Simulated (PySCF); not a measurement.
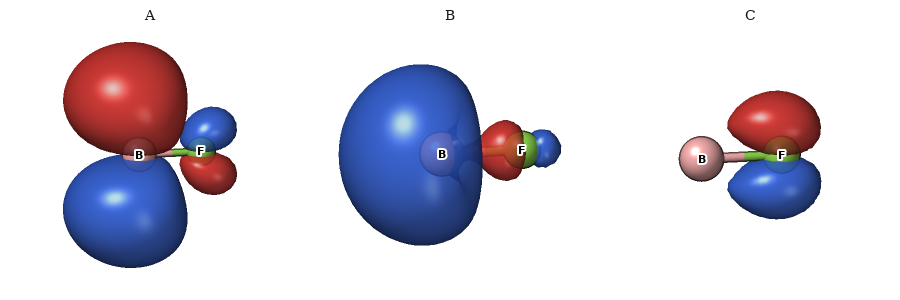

The picture shows: BF. Three frontier orbitals, each drawn at the value that holds 80 % of its norm (blue and red are the two phases), in no order; of a degenerate pair one member is drawn.

Level of theory: PBE0/def2-TZVPPD, non-relativistic Hamiltonian with scalar-relativistic core potentials where named, at a bond length of 1.265 Å (PySCF 2.14.0).

### Label each orbital by symmetry, say whether it is occupied, and order them by energy.

Orbital C: π, occupied, −14.94 eV; mainly on F (85 %).
Orbital B: σ, occupied, −8.04 eV; mainly on B (95 %).
Orbital A: π, empty, −1.07 eV; mainly on B (85 %).
